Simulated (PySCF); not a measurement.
**NMR shielding calculation of C5H15AlO2**

C5H15AlO2, SMILES CC(C)OC[O+](C)[AlH3-], computed with GIAO CAM-B3LYP/pcSseg-1 NMR shielding, non-relativistic, gas phase (PySCF 2.14.0).

The geometry comes from this level: PBE0-D3(BJ)/def2-SVP. It belongs to a series of runs on one base structure; here: H on C replaced by OiPr. Figures and captions count atoms from 1; the log counts them from 0 in places.

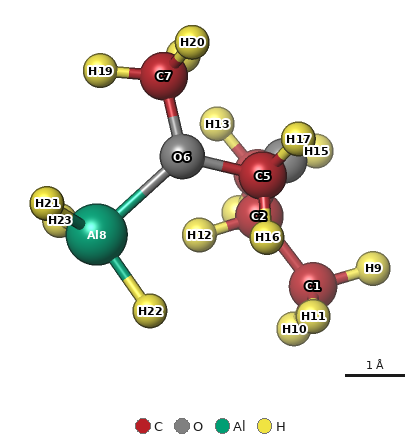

Fig. 1: The structure (ball-and-stick view, seen at a tilt; atoms are numbered from 1 in the order of the input). Sticks mark near contacts.

Input file
```
{"job": {"kind": "nmr", "xc": "CAM-B3LYP", "basis": "pcSseg-1", "pop": false}, "charge": 0, "multiplicity": 1}
C     -2.245936    -1.029832    -0.443352
C     -1.290922    -0.170369     0.361984
C     -1.963264     0.557031     1.504059
O     -0.705915     0.841094    -0.475074
C      0.343856     0.445208    -1.243571
O      1.558032     0.323776    -0.483604
C      2.027115     1.540652     0.088902
Al     2.284666    -1.404325     0.181247
H     -3.053483    -0.412983    -0.866466
H     -2.694606    -1.803684     0.196628
H     -1.731457    -1.547751    -1.267242
H     -0.480423    -0.801325     0.770864
H     -1.231386     1.148385     2.072656
H     -2.436491    -0.159045     2.191061
H     -2.738246     1.238697     1.120305
H      0.220079    -0.549347    -1.701681
H      0.510009     1.214533    -2.013248
H      1.227188     2.007161     0.679827
H      2.878650     1.293132     0.734323
H      2.356534     2.221594    -0.711267
H      3.847939    -1.197234    -0.110973
H      1.431139    -2.372909    -0.776008
H      1.828387    -1.330423     1.722839
```

The first line tells a small driver script what to run in PySCF; the rest is the geometry in Å.

Machine: 1 CPU thread, shared host.

Run as:
```bash
OMP_NUM_THREADS=1 python <driver script> task.json out
```

Log
```
coarse grid: 18528 points
cycle   1  E = -592.0297251508  dE =  7.462e-01  |g| = 7.374e-01  |ddm| = 3.870e+00
cycle   2  E = -592.0169938762  dE =  1.273e-02  |g| = 8.370e-01  |ddm| = 8.824e-01
cycle   3  E = -592.1319638090  dE = -1.150e-01  |g| = 7.173e-02  |ddm| = 4.852e-01
cycle   4  E = -592.1327608514  dE = -7.970e-04  |g| = 3.175e-02  |ddm| = 6.602e-02
cycle   5  E = -592.1329750166  dE = -2.142e-04  |g| = 7.238e-03  |ddm| = 2.752e-02
cycle   6  E = -592.1329834303  dE = -8.414e-06  |g| = 3.234e-03  |ddm| = 5.927e-03
cycle   7  E = -592.1329852116  dE = -1.781e-06  |g| = 4.848e-04  |ddm| = 2.214e-03
final grid: 170928 points
cycle   8  E = -592.2164486379  dE = -3.823e-05  |g| = 5.551e-03  |ddm| = 1.693e-02
cycle   9  E = -592.2164484152  dE =  2.228e-07  |g| = 5.960e-03  |ddm| = 6.632e-03
cycle  10  E = -592.2164549440  dE = -6.529e-06  |g| = 6.202e-04  |ddm| = 3.203e-03
cycle  11  E = -592.2164550120  dE = -6.799e-08  |g| = 1.798e-04  |ddm| = 5.206e-04
cycle  12  E = -592.2164550187  dE = -6.710e-09  |g| = 4.552e-05  |ddm| = 1.763e-04
cycle  13  E = -592.2164550191  dE = -3.529e-10  |g| = 1.621e-05  |ddm| = 3.711e-05
```

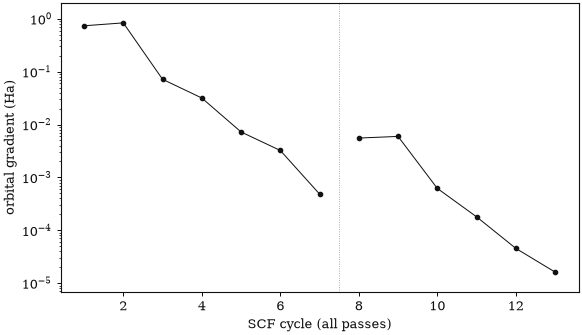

Fig. 2: Convergence of the self-consistent field: orbital gradient against the SCF cycle. The dotted line marks the change from a coarse to the final integration grid. The first 7 cycles use a coarse grid, the final grid takes over at cycle 8, and the field converges after 13 cycles in all.

```
converged SCF energy = -592.2164550191

GIAO shielding tensors (ppm)
atom      isotropic    diamagn.    paramagn.     s11        s22        s33       span
  0 C      162.276     246.885     -84.609    143.524    158.712    184.592     41.068
  1 C      112.160     245.649    -133.489     79.098     99.421    157.960     78.862
  2 C      158.112     246.597     -88.485    140.183    151.503    182.650     42.467
  3 O      239.111     402.351    -163.240    198.204    238.473    280.655     82.451
  4 C       85.643     244.961    -159.318     57.490     85.551    113.889     56.398
  5 O      286.552     404.203    -117.651    230.921    284.117    344.617    113.696
  6 C      127.372     244.725    -117.353     92.237    109.482    180.396     88.159
  7 Al     399.688     795.396    -395.707    372.691    395.800    430.574     57.883
  8 H       30.434      29.606       0.828     27.068     28.186     36.048      8.980
  9 H       30.404      29.328       1.076     26.469     27.769     36.973     10.505
 10 H       29.656      31.243      -1.587     24.813     29.252     34.903     10.090
 11 H       27.308      35.632      -8.324     23.515     27.776     30.634      7.120
 12 H       29.899      31.235      -1.336     25.371     28.883     35.442     10.072
 13 H       30.291      29.204       1.086     26.340     27.791     36.741     10.401
 14 H       30.083      29.737       0.345     27.007     27.993     35.248      8.240
 15 H       25.989      32.819      -6.830     21.719     27.453     28.796      7.077
 16 H       26.930      31.121      -4.191     21.623     27.162     32.003     10.380
 17 H       27.382      31.573      -4.192     22.289     27.469     32.387     10.098
 18 H       27.440      29.250      -1.810     23.124     26.074     33.123      9.998
 19 H       28.256      28.702      -0.446     24.264     25.335     35.168     10.904
 20 H       27.149      29.712      -2.563     23.760     25.799     31.888      8.129
 21 H       27.330      31.165      -3.835     24.105     27.311     30.575      6.469
 22 H       27.187      31.295      -4.108     24.238     26.886     30.437      6.200
```

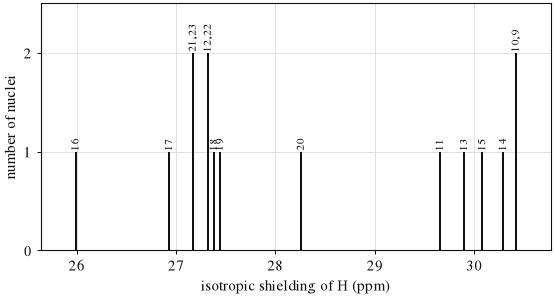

Fig. 3: Isotropic shieldings of the hydrogen nuclei in this fixed geometry, labelled by atom number; shielding grows to the right, so chemical shift grows to the left. The least shielded is H16 (26.0 ppm), the most shielded H9 (30.4 ppm).

Key numbers

- outcome: converged
- total energy: −592.216455 hartree
- HOMO: −8.72 eV
- LUMO: 1.42 eV
- dipole moment: 4.13 D
- isotropic shielding, C: 85.6 to 162.3 ppm
- isotropic shielding, O: 239.1 to 286.6 ppm
- isotropic shielding, Al: 399.7 ppm
- isotropic shielding, H: 26.0 to 30.4 ppm
- wall time: 55 s
- peak memory: 1.3 GiB
